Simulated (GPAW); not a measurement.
# BHSF (SMILES F[B]S), run twice

Wanted: energy and one-electron properties of BHSF, UPBE/real-space grid (scalar-relativistic datasets).

Program for the calculation: GPAW 26.7.0.

3 further runs of the same task are left out: 3 set aside as unsound or not needed.

## (1) The system as given

The species is BHSF (4 atoms), meant as a doublet with charge 0. As SMILES, `F[B]S`. The coordinates come from a GFN2-xTB relaxation.

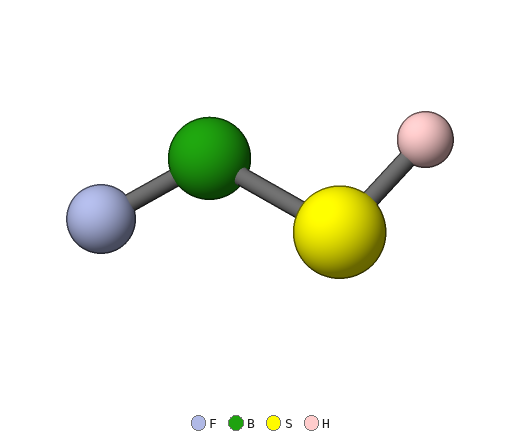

Viewed from a chosen angle; fluorine light blue, boron green, sulfur yellow, hydrogen pink.

## (2) First attempt

mol.py reads:

```python
import numpy as np
from ase import Atoms
from ase.units import Debye
from gpaw import GPAW

molecule = Atoms(['F', 'B', 'S', 'H'],
    positions=[[  0.760730,  -0.506270,   1.617160],
               [  0.510810,   0.215070,   0.548970],
               [ -0.672630,  -0.357000,  -0.646230],
               [ -0.598920,   0.648210,  -1.519900]])
molecule.center(vacuum=4.5)
molecule.set_initial_magnetic_moments([0.666667, 0.666667, 0.666667, 0.0])

gpaw_calc = GPAW(mode='fd',
                 maxiter=58,
                 h=0.2,
                 xc='PBE',
                 symmetry='off',
                 occupations={'name': 'fermi-dirac', 'width': 0.02, 'fixmagmom': True},
                 txt='-')
molecule.calc = gpaw_calc

energy = molecule.get_potential_energy()
print(f'Energy                  {energy:.5f} eV')
forces = molecule.get_forces()
print('Forces (eV/Ang)')
for symbol, f in zip(molecule.symbols, forces):
    print(f'{symbol:2} {f[0]:9.4f} {f[1]:9.4f} {f[2]:9.4f}')
dipole = molecule.get_dipole_moment() / Debye
print(f'Dipole: {np.linalg.norm(dipole):.3f} D')
```

The run is started by

```
python3 -u mol.py | tee mol.out
```

Standard output:

```text
[...]
Number of symmetries: 1
[...]
  Number of IBZ points: 1
[...]
Spin-components: 2 (collinear spins)
Bands:           13
[...]
  Valence electrons: 17.0
[...]
  Grid points: [52 52 60]
  Charge: 0.0  # |e|
[...]
    cutoffs:
[...]
occupation numbers:
  Fixed magnetic moment: 2.000
[...]
xc functional:
  name: PBE with 2 nearest neighbor stencil
[...]
|iter     |     time |      energy | eigst |  dens |  magmom |
[...]
|iter:   1| 00:00:02 |  -15.488969 | +1.04 |       |  +1.9894|
[...]
|iter:  18| 00:00:22 |  -15.426987c| -7.64c| -5.85c|  +2.0000|
Converged in 18 steps
[...]
Energy contributions relative to reference atoms: (reference = -14253.680412)
Energy contributions:
  Kinetic:          24.152181
  Coulomb:         -22.841026
  Zero:              0.560923
  External:          0.000000
  Xc:              -17.285203
  Entropy:          -0.027726
  Spinorbit:         0.000000
  ----------------------------
  Free energy:     -15.440850
  Extrapolated:    -15.426987
dipole moment: (-0.282583, 0.004120, -0.422023)  # |e|*Ang
Total magnetic moment: (0.000000, 0.000000, 2.000001)
Local magnetic moments
|        x |        y |        z |
|----------|----------|----------|
| 0.000000 | 0.000000 | 0.085159 |  # F    0
| 0.000000 | 0.000000 | 0.228839 |  # B    1
| 0.000000 | 0.000000 | 0.319417 |  # S    2
| 0.000000 | 0.000000 | 0.002495 |  # H    3
Fermi levels: -2.268, -7.512
Eigenvalues  # (at kpt = [0.000, 0.000, 0.000])
| band index |      eig [eV] | occ [0-1] |      eig [eV] | occ [0-1] |
|------------|---------------|-----------|---------------|-----------|
|          0 |       -30.657 |     1.000 |       -30.467 |     1.000 |
|          1 |       -20.163 |     1.000 |       -19.631 |     1.000 |
|          2 |       -13.807 |     1.000 |       -13.515 |     1.000 |
|          3 |       -12.262 |     1.000 |       -11.969 |     1.000 |
|          4 |       -11.304 |     1.000 |       -10.931 |     1.000 |
|          5 |       -10.624 |     1.000 |       -10.321 |     1.000 |
|          6 |       -10.256 |     1.000 |        -9.638 |     1.000 |
|          7 |        -8.509 |     1.000 |        -7.512 |     0.500 |
|          8 |        -4.831 |     1.000 |        -2.419 |     0.000 |
|          9 |        -2.268 |     0.500 |        -1.216 |     0.000 |
|         10 |        -1.425 |     0.000 |        -0.555 |     0.000 |
|         11 |         0.032 |     0.000 |         0.408 |     0.000 |
[...]
Gap: 0.843 eV
Transition (v -> c):
[...]
Forces (eV/Ang)
F     0.0349   -0.7346    0.7724
B     1.3418    1.7190    0.3767
S    -1.6895   -1.3359   -1.1502
H     0.1224    0.4718   -0.2423
Dipole: 2.440 D
```

Run time: 22 s. Hardware: 1 thread of Arm Neoverse V2, shared host; peak memory 0.59 GiB.

## (3) Diagnosis

The program ended normally, but the settings are unsound, so its numbers aren't properties of the molecule.

The fault: the spin state typed doesn't suit the molecule. Among its listed settings the sound run differs in this, and the input shows the rest: multiplicity 2 in place of 3.

## (4) Second attempt

sp.py reads:

```python
import numpy as np
from ase import Atoms
from ase.units import Debye
from gpaw import GPAW

atoms = Atoms(['F', 'B', 'S', 'H'],
    positions=[[  0.760730,  -0.506270,   1.617160],
               [  0.510810,   0.215070,   0.548970],
               [ -0.672630,  -0.357000,  -0.646230],
               [ -0.598920,   0.648210,  -1.519900]])
atoms.center(vacuum=4.5)
atoms.set_initial_magnetic_moments([0.333333, 0.333333, 0.333333, 0.0])

dft = GPAW(mode='fd',
           xc='PBE',
           h=0.2,
           symmetry='off',
           maxiter=100,
           occupations={'name': 'fermi-dirac', 'width': 0.02, 'fixmagmom': True},
           txt='-')
atoms.calc = dft

energy = atoms.get_potential_energy()
print(f'Energy: {energy:.5f} eV')
forces = atoms.get_forces()
print('Forces (eV/Ang)')
for symbol, f in zip(atoms.symbols, forces):
    print(f'{symbol:2} {f[0]:9.4f} {f[1]:9.4f} {f[2]:9.4f}')
dipole = atoms.get_dipole_moment() / Debye
print(f'Dipole = {np.linalg.norm(dipole):.3f} D')
```

The run is started by

```
python3 sp.py
```

Standard output:

```text
[...]
Number of symmetries: 1
[...]
  Number of IBZ points: 1
[...]
Spin-components: 2 (collinear spins)
Bands:           13
[...]
  Valence electrons: 17.0
[...]
  Grid points: [52 52 60]
  Charge: 0.0  # |e|
[...]
    cutoffs:
[...]
occupation numbers:
  Fixed magnetic moment: 1.000
[...]
xc functional:
  name: PBE with 2 nearest neighbor stencil
[...]
|iter     |     time |      energy | eigst |  dens |  magmom |
[...]
|iter:   1| 00:00:02 |  -18.115489 | +1.02 |       |  +0.9947|
[...]
|iter:  15| 00:00:18 |  -18.039482c| -7.56c| -5.61c|  +1.0000|
Converged in 15 steps
[...]
Energy contributions relative to reference atoms: (reference = -14253.680412)
Energy contributions:
  Kinetic:          22.514730
  Coulomb:         -23.816559
  Zero:              0.553057
  External:          0.000000
  Xc:              -17.290710
  Entropy:          -0.000000
  Spinorbit:         0.000000
  ----------------------------
  Free energy:     -18.039482
  Extrapolated:    -18.039482
dipole moment: (-0.095692, 0.087142, -0.225662)  # |e|*Ang
Total magnetic moment: (0.000000, 0.000000, 0.999999)
Local magnetic moments
|        x |        y |        z |
|----------|----------|----------|
| 0.000000 | 0.000000 | 0.048133 |  # F    0
| 0.000000 | 0.000000 | 0.156726 |  # B    1
| 0.000000 | 0.000000 | 0.060499 |  # S    2
| 0.000000 | 0.000000 | 0.005150 |  # H    3
Fermi levels: -4.761, -3.192
Eigenvalues  # (at kpt = [0.000, 0.000, 0.000])
| band index |      eig [eV] | occ [0-1] |      eig [eV] | occ [0-1] |
|------------|---------------|-----------|---------------|-----------|
|          0 |       -31.157 |     1.000 |       -31.047 |     1.000 |
|          1 |       -19.267 |     1.000 |       -19.149 |     1.000 |
|          2 |       -14.100 |     1.000 |       -13.947 |     1.000 |
|          3 |       -12.231 |     1.000 |       -11.996 |     1.000 |
|          4 |       -11.669 |     1.000 |       -11.584 |     1.000 |
|          5 |       -10.707 |     1.000 |       -10.454 |     1.000 |
|          6 |        -9.669 |     1.000 |        -9.334 |     1.000 |
|          7 |        -7.376 |     1.000 |        -7.326 |     1.000 |
|          8 |        -5.051 |     1.000 |        -2.901 |     0.000 |
|          9 |        -2.016 |     0.000 |        -1.281 |     0.000 |
|         10 |        -1.032 |     0.000 |        -0.939 |     0.000 |
|         11 |         0.304 |     0.000 |         0.507 |     0.000 |
[...]
Gap: 2.149 eV
Transition (v -> c):
[...]
Forces (eV/Ang)
F    -0.0068   -0.0724    0.0829
B     0.1664    0.3836   -0.0798
S    -0.5073   -0.6475   -0.0745
H     0.1555    0.4576   -0.1714
Dipole = 1.250 D
```

It took 19 s on 1 thread of Arm Neoverse V2, shared host; peak memory 0.58 GiB.

## (5) Results

At UPBE/real-space grid (scalar-relativistic datasets):

| quantity | value |
| --- | --- |
| energy as printed (from the program's reference atoms) | -18.0395 eV |
| dipole moment | 1.25 D |
| HOMO energy (highest over α and β) | -5.05 eV |
| LUMO energy (lowest over α and β) | -2.90 eV |
